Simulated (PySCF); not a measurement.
## A study: GeH3O, doublet, SMILES `[OH][GeH2]`

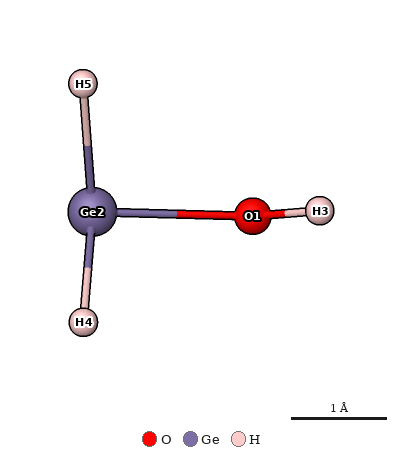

The molecule, with its atoms numbered as below. No frequency check shows the geometry to be a minimum.

Coordinates in Å:

```
O1      -1.4027    0.0009    0.0723
Ge2      0.3633    0.0002    0.0598
H3      -1.8922   -0.0061   -0.7480
H4       0.7433   -1.2650   -0.8680
H5       0.7452    1.2574   -0.8776
```

### 1. Bonding charge

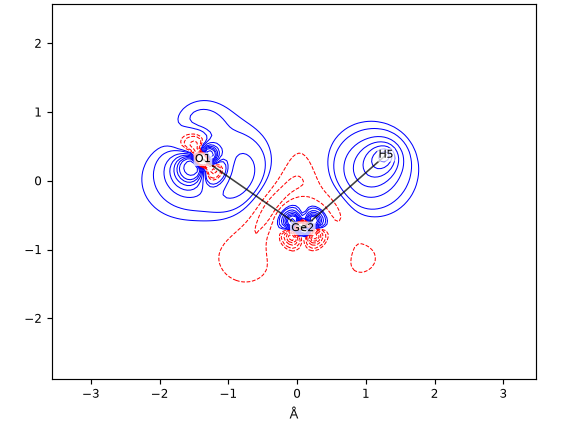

Deformation density (molecule less spherical, spin-averaged free atoms) in the plane of O1, Ge2 and H5; contours at ±0.05 to ±0.8 e/Å³; solid blue lines: gain, dashed red lines: loss.

Method: B3LYP/def2-TZVP; geometry: GFN2-xTB; program: PySCF. The stability of the open-shell solution wasn't checked. GFN2-xTB doesn't know the spin state, so this open-shell geometry is rough.

How much density has each bond in this plane gained at its critical point, relative to the free atoms?

Answer. Ge2–H5: +0.22 e/Å³ at the bond critical point (bond length 1.61 Å, Mayer order 0.9). O1–Ge2: +0.07 e/Å³ at the bond critical point (bond length 1.77 Å, Mayer order 1.0); up to 0.6 Å beside the axis the gain reaches +0.27 e/Å³. In all, 1.1 electrons gather in the regions of gain relative to the promolecule. A small or negative value marks a very polar bond, one between electron-rich atoms, whose free-atom densities already overlap strongly, a long bond to a heavier atom, or a closed-shell contact such as a hydrogen bond.

Where do the Hirshfeld charges lie?

Answer. The highest Hirshfeld charge is on Ge2 (+0.35 e), the lowest on O1 (−0.35 e).

```json
{"atom": "O1", "charge (e)": "−0.35"}
{"atom": "Ge2", "charge (e)": "+0.35"}
{"atom": "H3", "charge (e)": "+0.16"}
{"atom": "H4", "charge (e)": "−0.08"}
{"atom": "H5", "charge (e)": "−0.08"}
```

### 2. Bond critical points

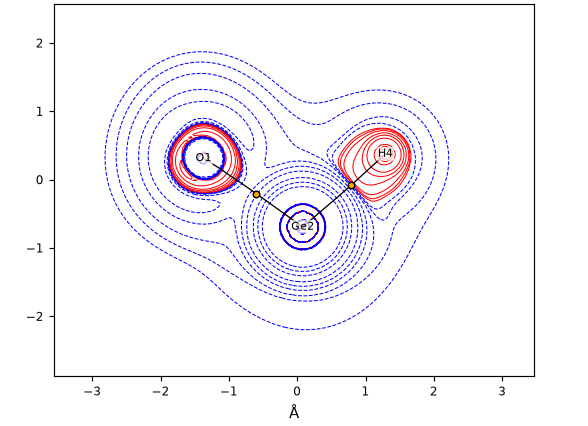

Negative Laplacian of the density (−∇²ρ) in the plane of O1, Ge2 and H4 (solid red lines positive, dashed blue lines negative, contours at ±0.02 to ±8 a.u.), with bond paths and bond critical points (dots).

At which bond critical points in this plane is charge locally concentrated, and at which depleted?

Answer. At none is it concentrated. Depleted (∇²ρ > 0): O1–Ge2 (+0.69 a.u., H = −0.052); Ge2–H4 (+0.01 a.u., H = −0.062). A positive Laplacian with clearly negative H marks a strongly polar covalent bond, whose critical point lies close to the core of the less electronegative atom.

Where along Ge2–H4 does the critical point lie?

Answer. 0.94 Å from Ge2 and 0.67 Å from H4.

### 3. Local ionisation energy

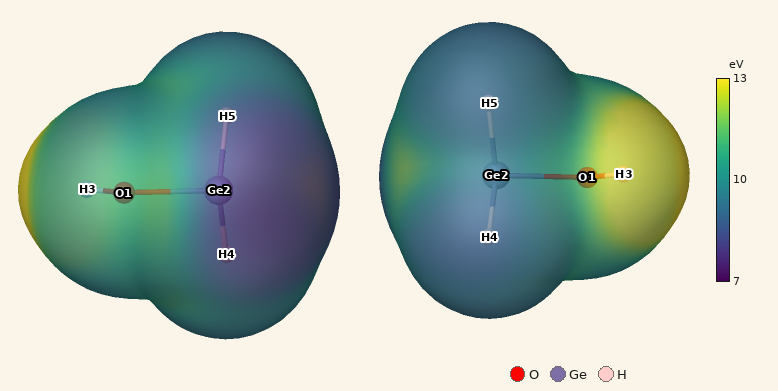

Average local ionisation energy on the surface of electron density 0.001 a.u. (back view left, front view right).

Locate the minima of the map.

Answer. The lowest value is 7.4 eV, 2.4 Å from Ge2. Further minima include 8.9 eV, 1.5 Å from H4, and at like points elsewhere; 9.6 eV, off the O1–H3 bond (1.9 to 2.1 Å from its atoms), and at like points elsewhere. For comparison, the highest occupied orbital lies at −6.8 eV.

What volume does the surface enclose, and what is the dipole moment?

Answer. About 73 Å³; the dipole moment is 0.9 D.

### 4. Spin density

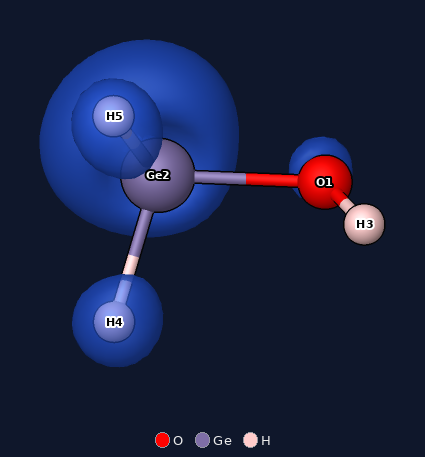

Spin density ρα − ρβ at ±0.05 e/Å³ (blue: excess α, red: excess β).

Give the atomic spin populations that go with this picture.

Answer. Hirshfeld spin populations: Ge2 +0.74, H4 and H5 +0.10 and O1 +0.04. ⟨S²⟩ = 0.75, as for a pure state.

### 5. In an electric field

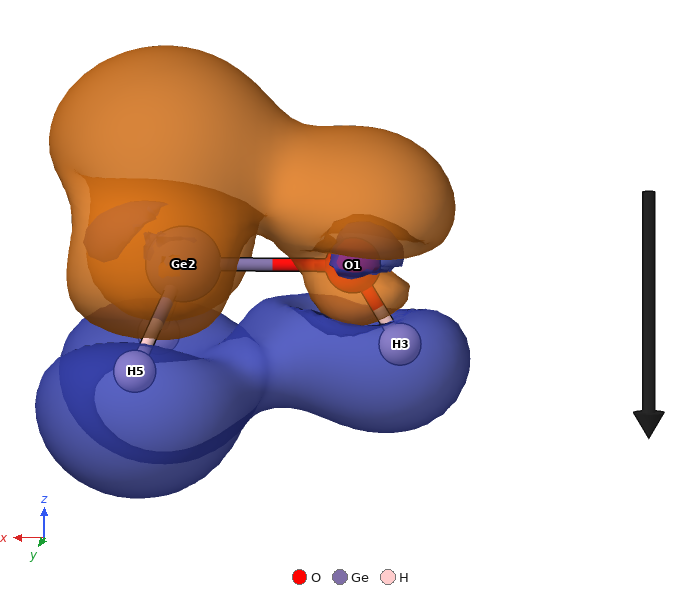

Change of the electron density in a uniform field of 0.26 V/Å along −z (arrow), surfaces at ±0.001 e/Å³ (orange: gain, blue: loss).

Level of theory: PBE0/def2-SVPD (PySCF), at a geometry from GFN2-xTB. The stability of the open-shell solution wasn't checked. GFN2-xTB doesn't know the spin state, so this open-shell geometry is rough.

How large is the response?

Answer. The induced dipole is 0.48 D (along the field); α along this axis, from the fields in both directions, is 38 bohr³ (5.6 Å³).

Which atoms gain and lose the most charge?

Answer. Electrons gather most on Ge2 (Hirshfeld charge changes by −0.020 e) and leave H4 and H5 alike most (+0.010 e); 0.044 electrons are displaced in all.
